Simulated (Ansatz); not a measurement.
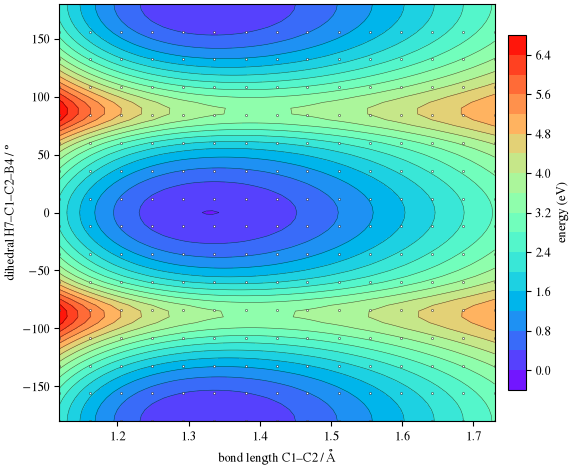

Energy landscape of C₂H₆BClOSi, SMILES C=C(O)B([SiH3])Cl. The first coordinate is: bond length C1–C2; the second: dihedral H7–C1–C2–B4. Nothing is relaxed (all other coordinates rigid). The grid has 15 × 15 points. Energies are in eV, from the relaxed molecule at the same level. The dihedral twists a double bond; near 90° a spin-restricted reference is unreliable. Level of theory: RHF/def2-SVP in Ansatz.

Drawn: filled contours, dots at the grid points. Between grid points the surface is interpolated. 

### Summarise what can be read from the map.

The lowest grid point is at bond length C1–C2 = 1.336 Å, dihedral H7–C1–C2–B4 = −180°, 0.007 eV from the relaxed molecule at the same level. A higher local minimum lies near bond length C1–C2 = 1.336 Å, dihedral H7–C1–C2–B4 = −12° (0.07 eV above the lowest at that grid point). The highest grid point, bond length C1–C2 = 1.118 Å, dihedral H7–C1–C2–B4 = 84°, lies 6.69 eV above the lowest. On the interpolated surface the easiest way out of the lowest well to a well of about the same depth near bond length C1–C2 = 1.336 Å, dihedral H7–C1–C2–B4 = −12° passes a barrier of about 3.5 eV. Round the minimum the two coordinates are nearly uncoupled.

The values on the grid:

| dihedral H7–C1–C2–B4 ↓, bond length C1–C2 → | 1.118 | 1.161 | 1.205 | 1.249 | 1.292 | 1.336 | 1.380 | 1.424 | 1.467 | 1.511 | 1.555 | 1.598 | 1.642 | 1.686 | 1.730 |
| --- | --- | --- | --- | --- | --- | --- | --- | --- | --- | --- | --- | --- | --- | --- | --- |
| 156 | 2.66 | 1.70 | 1.02 | 0.60 | 0.38 | 0.32 | 0.38 | 0.54 | 0.77 | 1.07 | 1.42 | 1.79 | 2.19 | 2.61 | 3.04 |
| 132 | 3.78 | 2.78 | 2.07 | 1.60 | 1.34 | 1.24 | 1.26 | 1.38 | 1.58 | 1.84 | 2.15 | 2.48 | 2.85 | 3.23 | 3.63 |
| 108 | 5.59 | 4.53 | 3.74 | 3.21 | 2.89 | 2.71 | 2.67 | 2.72 | 2.85 | 3.05 | 3.30 | 3.57 | 3.88 | 4.21 | 4.56 |
| 84 | 6.70 | 5.60 | 4.77 | 4.20 | 3.83 | 3.62 | 3.53 | 3.54 | 3.64 | 3.79 | 4.00 | 4.24 | 4.51 | 4.81 | 5.12 |
| 60 | 4.62 | 3.59 | 2.84 | 2.35 | 2.06 | 1.92 | 1.91 | 2.00 | 2.17 | 2.40 | 2.68 | 2.99 | 3.33 | 3.69 | 4.06 |
| 36 | 3.13 | 2.16 | 1.46 | 1.02 | 0.79 | 0.71 | 0.75 | 0.89 | 1.11 | 1.40 | 1.72 | 2.08 | 2.47 | 2.87 | 3.29 |
| 12 | 2.38 | 1.43 | 0.76 | 0.35 | 0.14 | 0.08 | 0.15 | 0.32 | 0.57 | 0.87 | 1.23 | 1.61 | 2.02 | 2.45 | 2.88 |
| −12 | 2.38 | 1.42 | 0.76 | 0.34 | 0.13 | 0.08 | 0.15 | 0.32 | 0.56 | 0.87 | 1.23 | 1.61 | 2.02 | 2.44 | 2.88 |
| −36 | 3.13 | 2.15 | 1.46 | 1.02 | 0.78 | 0.70 | 0.74 | 0.89 | 1.11 | 1.39 | 1.72 | 2.07 | 2.46 | 2.87 | 3.28 |
| −60 | 4.61 | 3.58 | 2.83 | 2.34 | 2.05 | 1.91 | 1.90 | 1.99 | 2.16 | 2.39 | 2.67 | 2.98 | 3.32 | 3.68 | 4.05 |
| −84 | 6.68 | 5.58 | 4.76 | 4.19 | 3.82 | 3.60 | 3.52 | 3.53 | 3.62 | 3.78 | 3.99 | 4.23 | 4.50 | 4.80 | 5.11 |
| −108 | 5.60 | 4.54 | 3.76 | 3.22 | 2.90 | 2.72 | 2.68 | 2.73 | 2.86 | 3.06 | 3.31 | 3.58 | 3.89 | 4.22 | 4.56 |
| −132 | 3.79 | 2.79 | 2.07 | 1.61 | 1.35 | 1.25 | 1.27 | 1.39 | 1.58 | 1.85 | 2.15 | 2.49 | 2.85 | 3.24 | 3.64 |
| −156 | 2.66 | 1.70 | 1.03 | 0.61 | 0.39 | 0.32 | 0.38 | 0.54 | 0.78 | 1.08 | 1.42 | 1.79 | 2.19 | 2.61 | 3.04 |
| −180 | 2.29 | 1.34 | 0.68 | 0.27 | 0.06 | 0.01 | 0.08 | 0.26 | 0.50 | 0.82 | 1.17 | 1.55 | 1.97 | 2.40 | 2.84 |

Time for the 225 points that were run: 27 min on 1 thread of Arm Neoverse N1 (shared host).
